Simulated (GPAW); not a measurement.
**FeAs2 (Lollingite): G0W0 on several meshes in GPAW**

Aim: the GW shift of FeAs2 (Lollingite) against the k mesh.

Program: GPAW 26.7.0. Level of theory: LDA and many-body steps on it, plane waves. Results are calculated unless marked as measured.

### 1. Starting point

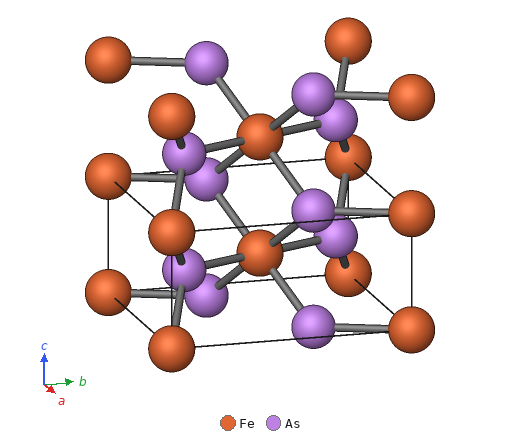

The cell as given, slightly off an axis (iron orange, arsenic purple). 1×1×2 cells are drawn. Some periodic images of atoms are drawn too.

Coordinates:

```xyz
6
Lattice="5.3012 0.0000 0.0000 0.0000 5.9858 0.0000 0.0000 0.0000 2.8822" Properties=species:S:1:pos:R:3 pbc="T T T"
Fe    0.0000    0.0000    0.0000
Fe    2.6506    2.9929    1.4411
As    0.9346    2.1693    0.0000
As    4.3666    3.8165    0.0000
As    3.5852    0.8236    1.4411
As    1.7160    5.1622    1.4411
```

The cell and positions come from the Crystallography Open Database and are kept as given unless a step says otherwise.

### 2. Empty states on the mesh, 4×4×6 mesh, 317 bands

This step: GPAW 26.7.0; DFT, LDA, plane waves, PAW.

The sums over transitions need many empty states on a uniform mesh; this step solves for them.

File run.py:

```python
import json
import numpy as np
from gpaw.mpi import world
from gpaw import GPAW

calc = GPAW('gs.gpw').fixed_density(kpts={'size': (4, 4, 6), 'gamma': True},
    parallel={'domain': 1, 'band': 1},
    txt='nscf.txt')
calc.diagonalize_full_hamiltonian(nbands=317)
calc.write('full.gpw', mode='all')
res = {}
kpts = calc.get_ibz_k_points()
res['kpts'] = kpts
res['eigenvalues'] = [calc.get_eigenvalues(kpt=k) for k in range(len(kpts))]
res['n_electrons'] = calc.get_number_of_electrons()

if world.rank == 0:
    with open('result.json', 'w') as f:
        json.dump(res, f, default=lambda x: x.tolist())
```

On the command line:

```bash
> mpirun -n 4 gpaw python run.py
```

Numbers of over 12 decimals in the logs are rounded to 6 here.

What it wrote:

```text
Diagonalizing LCAO Hamiltonian
Converting LCAO to pw mode
convergence criteria:
- Maximum integral of absolute [eigenst]ate change: 4e-08 eV^2 / valence electron
maximum number of iterations: 100

SCF iterations
|iter     |     time |      energy | eigst |  dens |
|iter:   1|  |             | +0.91 |       |
|iter:   2|  |             | -1.45 |       |
|iter:   3|  |             | -2.23 |       |
[...]
|iter:  19|  |             | -7.21 |       |
|iter:  20|  |             | -7.35 |       |
|iter:  21|  |             | -7.41c|       |
SCF steps: 21
  __  _  _
 | _ |_)|_||  |
 |__||  | ||/\| - 26.7.0

Input parameters:
  mode=PW(ecut=600.0),
  convergence={'density': 1e-06, 'bands': -3},
  gpts=array([30, 35, 18]),
  kpts=MonkhorstPack(size=(4, 4, 6), gamma=True),
  maxiter=100,
  nbands=27,
  occupations=Occupations(name='fermi-dirac', width=0.001, fixmagmom=False),
  parallel={'domain': 1, 'band': 1},
  xc=XC(name='LDA')
Matrix size: 3076x3076
# Writing to full.gpw (mode='all')
  [... matrices ...]

timing:  # [seconds]
  Total: 255.247  # ━━━━━━━━━━━━━━━━━━━━━━━━━━━━━━━━━━━━━━━━━━━━━━━━━━━━━━━━━
```

Wall time 4.7 min (4 MPI ranks of Arm Neoverse V2, shared host); peak memory 4.3 GiB.

This step gave:

```yaml
gap: 0.2474 eV
k_of_the_valence_top: 0, 0.5, 0.1667
k_of_the_conduction_bottom: 0, 0, 0.3333
least_direct_gap: 0.4546 eV
k_points_computed: 40
lowest_point_of_the_top_converged_band_above_the_valence_top: 112.9689 eV
```

On this mesh the gap is 0.247 eV.

### 3. 4×4×6

G0W0 replaces the xc potential by the self-energy, built once from these orbitals. Only a window of levels is corrected, while the sums run over the empty bands that the input names.

This step: G0W0 on LDA, plane waves, PAW.

File run.py:

```python
import json
import numpy as np
from gpaw.mpi import world
from gpaw.response.g0w0 import G0W0

gw = G0W0('full.gpw',
    filename='gw',
    kpts=[0, 2, 6, 9],
    bands=(16, 20),
    ecut=78,
    nbands=143,
    integrate_gamma='WS',
    ppa=True)
gw.calculate()
res = {mode: {k: v for k, v in r.items() if k != 'sigma_eskwn'}
       for mode, r in gw.all_results.items()}

if world.rank == 0:
    with open('result.json', 'w') as f:
        json.dump(res, f, default=lambda x: x.tolist())
```

On the command line:

```bash
> mpirun -n 4 gpaw python run.py
```

What it wrote:

```text
Using integrator: PointIntegrator
FrequencyGridDescriptor(from 0.000+0.000j to 0.000+27.211j eV, 2 points)
Nonperiodic BCs:  [False False False]
Using integrator: PointIntegrator
FrequencyGridDescriptor(from 0.000+0.000j to 0.000+27.211j eV, 2 points)
Nonperiodic BCs:  [False False False]
  ___  _ _ _
 |   || | | |
 | | || | | |
 |__ ||_____|
 |___|

BZ k-points: Symmetries present (total): 4

  [... matrices ...]
96 k-points: 4 x 4 x 6 Monkhorst-Pack grid + [1/8,1/8,1/12]
40 k-points in the irreducible part of the Brillouin zone
       k-points in crystal coordinates                weights
   0:     0.00000000    0.00000000    0.00000000          1/96
   1:     0.00000000    0.00000000    0.16666667          2/96
   2:     0.00000000    0.00000000    0.33333333          2/96
   3:     0.00000000    0.00000000    0.50000000          1/96
   4:     0.00000000    0.25000000    0.00000000          2/96
   5:     0.00000000    0.25000000    0.16666667          4/96
   6:     0.00000000    0.25000000    0.33333333          4/96
   7:     0.00000000    0.25000000    0.50000000          2/96
   8:     0.00000000    0.50000000    0.00000000          1/96
   9:     0.00000000    0.50000000    0.16666667          2/96
          ...
  39:     0.50000000    0.50000000    0.50000000          1/96

Distributing spins, k-points and bands (1 x 4 x 4) over 4 processes
Number of blocks: 1

Quasi particle states:
k-points (IBZ indices): [0, 2, 6, 9]
Band range: (16, 20)
  [... matrices ...]
Computational parameters:
Plane wave cut-off: 78 eV
Number of bands: 143
Coulomb cutoff: None
Broadening: 0.1 eV

fxc modes: GW
Kernel: RPA
Using Godby-Needs plasmon-pole approximation:
  Fitting energy: i*E0, E0 = 1.000 Hartree
Summing all q:

Calculating screened Coulomb potential
No Coulomb truncation
FrequencyGridDescriptor(from 0.000+0.000j to 0.000+27.211j eV, 2 points)
Removing empty qpoint cache files...

Calculating chi0 body with:
    Ground state adapter containing:
    Number of spins: 1
    Number of kpoints: 96
    Number of irreducible kpoints: 40
    Number of completely occupied states: 18
    Number of partially occupied states: 18
    Occupied states memory: 5.191040 M / cpu

    Linear response parametrization:
    q_c: [0.0, 0.0, 1.3877787807814457e-17]
    Number of frequency points: 2
    Planewave cutoff: 78.0
    Number of bands: 143
    Number of planewaves: 143
    Broadening (eta): 1e-06
    comm.size: 4
    kncomm.size: 4
    blockcomm.size: 1

    Memory estimate of potentially large arrays:
        chi0_wGG: 0.624054 M / cpu
Integrating chi0 body.

Symmetries of q_c:
    Direct symmetries (Uq -> q): 4
    Indirect symmetries (TUq -> q): 0
In total 4 allowed symmetries.

  [... matrices ...]
40 groups of equivalent kpoints. 58.333333% reduction.

Integral kind: response function
Integrating chi0 head and wings.

Symmetries of q_c:
    Direct symmetries (Uq -> q): 4
    Indirect symmetries (TUq -> q): 0
In total 4 allowed symmetries.

  [... matrices ...]
40 groups of equivalent kpoints. 58.333333% reduction.

Integral kind: response function wings

Calculating chi0 body with:
    Ground state adapter containing:
    Number of spins: 1
    Number of kpoints: 96
    Number of irreducible kpoints: 40
    Number of completely occupied states: 18
    Number of partially occupied states: 18
[... the further q-points ...]

Results:
f:      Occupation numbers
eps:     KS-eigenvalues [eV]
vxc:     KS vxc [eV]
exx:     Exact exchange [eV]
sigma:   Self-energies [eV]
dsigma:  Self-energy derivatives
Z:       Renormalization factors
qp:      QP-energies [eV]

k-point 0 (0): (0.000, 0.000, 0.000)                GW
band       f     eps     vxc     exx   sigma  dsigma       Z      qp
                                                                   GW
  16   1.000   8.473 -30.248 -34.981   5.726  -0.478   0.677   9.145
  17   1.000   8.558 -30.556 -35.289   5.741  -0.480   0.676   9.239
  18   0.000  10.237 -30.031 -26.164  -2.495  -0.420   0.704  11.203
  19   0.000  11.101 -15.395 -11.028  -3.553  -0.264   0.791  11.746

k-point 1 (2): (0.000, 0.000, 0.333)                GW
band       f     eps     vxc     exx   sigma  dsigma       Z      qp
                                                                   GW
  16   1.000   7.975 -28.373 -32.809   5.401  -0.466   0.682   8.633
  17   1.000   8.299 -28.856 -30.738   3.007  -0.444   0.693   9.078
[...]
k-point 2 (6): (0.000, 0.250, 0.333)                GW
band       f     eps     vxc     exx   sigma  dsigma       Z      qp
                                                                   GW
[...]
k-point 3 (9): (0.000, 0.500, 0.167)                GW
band       f     eps     vxc     exx   sigma  dsigma       Z      qp
                                                                   GW
[...]
17   1.000   8.628 -26.784 -30.013   4.089  -0.417   0.706   9.235
  18   0.000   9.959 -23.405 -19.983  -2.413  -0.359   0.736  10.701
  19   0.000   9.959 -23.405 -19.983  -2.413  -0.359   0.736  10.701
```

Run time: 8.7 min. Hardware: 4 MPI ranks; peak memory 2.4 GiB; 35 min of CPU time.

Numbers from this step:

```yaml
g0w0_gap_on_the_mesh: 0.5607 eV
least_direct_g0w0_gap_on_the_computed_points: 0.7083 eV
z_at_the_valence_top: 0.6759
z_at_the_conduction_bottom: 0.6897
starting_gap_on_the_mesh: 0.2474 eV
k_of_the_valence_top: 0, 0, 0
k_of_the_conduction_bottom: 0, 0, 0.3333
```

The gap on the mesh goes from 0.25 eV to 0.56 eV, a correction of +0.31 eV.

### 4. Empty states on the mesh, 2×2×4 mesh, 153 bands

This step: DFT, LDA, plane waves, PAW.

File run.py:

```python
import json
import numpy as np
from gpaw.mpi import world
from gpaw import GPAW

calc = GPAW('gs.gpw').fixed_density(kpts={'size': (2, 2, 4), 'gamma': True},
    nbands=178,
    convergence={'bands': 153},
    txt='nscf.txt')
calc.write('full.gpw', mode='all')
res = {}
kpts = calc.get_ibz_k_points()
res['kpts'] = kpts
res['eigenvalues'] = [calc.get_eigenvalues(kpt=k) for k in range(len(kpts))]
res['n_electrons'] = calc.get_number_of_electrons()

if world.rank == 0:
    with open('result.json', 'w') as f:
        json.dump(res, f, default=lambda x: x.tolist())
```

On the command line:

```bash
> mpirun -n 4 gpaw python run.py
```

What it wrote:

```text
Diagonalizing LCAO Hamiltonian
Converting LCAO to pw mode
convergence criteria:
- Maximum integral of absolute [eigenst]ate change: 4e-08 eV^2 / valence electron
maximum number of iterations: 100

SCF iterations
|iter     |     time |      energy | eigst |  dens |
|iter:   1|  |             | +4.30 |       |
|iter:   2|  |             | +3.13 |       |
|iter:   3|  |             | +1.93 |       |
[...]
|iter:  19|  |             | -7.20 |       |
|iter:  20|  |             | -7.37 |       |
|iter:  21|  |             | -7.52c|       |
SCF steps: 21
  __  _  _
 | _ |_)|_||  |
 |__||  | ||/\| - 26.7.0

Input parameters:
  mode=PW(ecut=600.0),
  convergence={'bands': 153},
  gpts=array([30, 35, 18]),
  kpts=MonkhorstPack(size=(2, 2, 4), gamma=True),
  maxiter=100,
  nbands=178,
  occupations=Occupations(name='fermi-dirac', width=0.001, fixmagmom=False),
  parallel={},
  xc=XC(name='LDA')
# Writing to full.gpw (mode='all')
  [... matrices ...]

timing:  # [seconds]
  Total: 0.059  # ━━━━━━━━━━━━━━━━━━━━━━━━━━━━━━━━━━━━━━━━━━━━━━━━━━━━━━━━━━━
```

Elapsed: 70 s, on 4 MPI ranks; peak memory 0.99 GiB; 4.7 min of CPU time.

Numbers from this step:

| Property | Result |
| --- | --- |
| gap | 0.2786 eV |
| k of the valence top | 0, 0.5, 0.25 |
| k of the conduction bottom | 0, 0, 0.25 |
| least direct gap | 0.5903 eV |
| k points computed | 12 |
| lowest point of the top converged band, above the valence top | 61.7607 eV |

On this mesh the gap is 0.279 eV.

### 5. 2×2×4

This step: G0W0 on LDA, plane waves, PAW.

File run.py:

```python
import json
import numpy as np
from gpaw.mpi import world
from gpaw.response.g0w0 import G0W0

gw = G0W0('full.gpw',
    filename='gw',
    kpts=[0, 1, 4, 11],
    bands=(16, 20),
    ecut=78,
    nbands=143,
    integrate_gamma='WS',
    ppa=True)
gw.calculate()
res = {mode: {k: v for k, v in r.items() if k != 'sigma_eskwn'}
       for mode, r in gw.all_results.items()}

if world.rank == 0:
    with open('result.json', 'w') as f:
        json.dump(res, f, default=lambda x: x.tolist())
```

On the command line:

```bash
> mpirun -n 4 gpaw python run.py
```

What it wrote:

```text
Using integrator: PointIntegrator
FrequencyGridDescriptor(from 0.000+0.000j to 0.000+27.211j eV, 2 points)
Nonperiodic BCs:  [False False False]
Using integrator: PointIntegrator
FrequencyGridDescriptor(from 0.000+0.000j to 0.000+27.211j eV, 2 points)
Nonperiodic BCs:  [False False False]
  ___  _ _ _
 |   || | | |
 | | || | | |
 |__ ||_____|
 |___|

BZ k-points: Symmetries present (total): 4

  [... matrices ...]
16 k-points: 2 x 2 x 4 Monkhorst-Pack grid + [1/4,1/4,1/8]
12 k-points in the irreducible part of the Brillouin zone
       k-points in crystal coordinates                weights
   0:     0.00000000    0.00000000    0.00000000          1/16
   1:     0.00000000    0.00000000    0.25000000          2/16
   2:     0.00000000    0.00000000    0.50000000          1/16
[...]
9:     0.50000000    0.50000000    0.00000000          1/16
          ...
  11:     0.50000000    0.50000000    0.50000000          1/16

Distributing spins, k-points and bands (1 x 4 x 4) over 4 processes
Number of blocks: 1

Quasi particle states:
k-points (IBZ indices): [0, 1, 4, 11]
Band range: (16, 20)
  [... matrices ...]
Computational parameters:
Plane wave cut-off: 78 eV
Number of bands: 143
Coulomb cutoff: None
Broadening: 0.1 eV

fxc modes: GW
Kernel: RPA
Using Godby-Needs plasmon-pole approximation:
  Fitting energy: i*E0, E0 = 1.000 Hartree
Summing all q:

Calculating screened Coulomb potential
No Coulomb truncation
FrequencyGridDescriptor(from 0.000+0.000j to 0.000+27.211j eV, 2 points)
Removing empty qpoint cache files...

Calculating chi0 body with:
    Ground state adapter containing:
    Number of spins: 1
    Number of kpoints: 16
    Number of irreducible kpoints: 12
    Number of completely occupied states: 18
[...]
[... matrices ...]
12 groups of equivalent kpoints. 25.0% reduction.

Integral kind: response function
Integrating chi0 head and wings.

Symmetries of q_c:
    Direct symmetries (Uq -> q): 4
    Indirect symmetries (TUq -> q): 0
In total 4 allowed symmetries.

  [... matrices ...]
12 groups of equivalent kpoints. 25.0% reduction.

Integral kind: response function wings

Calculating chi0 body with:
    Ground state adapter containing:
    Number of spins: 1
    Number of kpoints: 16
    Number of irreducible kpoints: 12
    Number of completely occupied states: 18
    Number of partially occupied states: 18
    Occupied states memory: 5.191040 M / cpu

    Linear response parametrization:
[... the further q-points ...]

Results:
f:      Occupation numbers
eps:     KS-eigenvalues [eV]
vxc:     KS vxc [eV]
exx:     Exact exchange [eV]
sigma:   Self-energies [eV]
dsigma:  Self-energy derivatives
Z:       Renormalization factors
qp:      QP-energies [eV]

k-point 0 (0): (0.000, 0.000, 0.000)                GW
band       f     eps     vxc     exx   sigma  dsigma       Z      qp
                                                                   GW
  16   1.000   8.473 -30.248 -34.993   5.758  -0.477   0.677   9.159
  17   1.000   8.558 -30.556 -35.229   5.714  -0.479   0.676   9.261
  18   0.000  10.237 -30.031 -25.994  -2.638  -0.419   0.705  11.223
[...]
k-point 1 (1): (0.000, 0.000, 0.250)                GW
band       f     eps     vxc     exx   sigma  dsigma       Z      qp
                                                                   GW
[...]
k-point 2 (4): (0.000, 0.500, 0.250)                GW
band       f     eps     vxc     exx   sigma  dsigma       Z      qp
                                                                   GW
[...]
k-point 3 (11): (0.500, 0.500, 0.500)                GW
band       f     eps     vxc     exx   sigma  dsigma       Z      qp
                                                                   GW
[...]
18   0.000   9.178 -30.777 -25.297  -3.963  -0.463   0.684  10.214
  19   0.000   9.178 -30.777 -25.297  -3.963  -0.463   0.684  10.215
```

Run time: 41 s. Hardware: 4 MPI ranks; peak memory 1.3 GiB.

Numbers from this step:

```yaml
g0w0_gap_on_the_mesh: 0.4801 eV
least_direct_g0w0_gap_on_the_computed_points: 0.6523 eV
z_at_the_valence_top: 0.6762
z_at_the_conduction_bottom: 0.7000
starting_gap_on_the_mesh: 0.2786 eV
k_of_the_valence_top: 0, 0, 0
k_of_the_conduction_bottom: 0, 0, 0.25
```

Against G0W0 in GPAW (4×4×6 mesh, 143 bands, screening to 78 eV, Godby-Needs plasmon pole), the gap moves by −0.081 eV.

### 6. The runs together

Times are wall times on 4 MPI ranks of Arm Neoverse V2, shared host, good to a factor of about two.

```tsv
run	mesh	bands	screening cutoff (eV)	DFT gap (eV)	gap on the mesh (eV)	direct (eV)	time
4×4×6	4×4×6	143	78	0.247	0.561	0.708	8.7 min
2×2×4	2×2×4	143	78	0.279	0.480	0.652	41 s
```

### 7. Outcome

* 4×4×6: 0.561 eV
* 2×2×4: 0.480 eV
* known limits: not at the basis limit; no spin polarisation; d states lean on the start; no spin-orbit coupling; coarse k mesh

In words: 2×2×4: −0.081 eV against 4×4×6, +0.031 eV of it in the start. Bands and cutoff are finite, so the gap is not at the basis limit. The miss can reach some tenths of an eV and take either sign; the mesh is an error of its own. These stock PAW sets were not made for GW; the filled d or f shell of As lies in the frozen core, which bears on start and correction. The 4×4×6 mesh is coarse for this cell, which bears on the long-range parts of exchange and screening. The runs have no spin polarisation. For a closed low-spin shell that is the natural state; where a d or f shell is open it is a constraint, and the gap is then not the crystal's own. With d states at the gap, one-shot GW leans hard on its start. The many-body steps are scalar-relativistic: spin-orbit coupling is not in them.

[Paths, hosts, dates, memory and timing lines, banners, echoed tables and standing remarks are left out of the program output.]

[Logs are printed without paths, hosts, clocks, repeated set-up lines and the standing remarks that a program may print on its own settings, such as how far it seeks lower states.]

[Runs of the session that timed out or met a known fault of the program may be left out.]

[Hosts, paths, dates, database ids (printed as entryN), source tags and the programs' standing remarks are cut or masked in the printed files.]
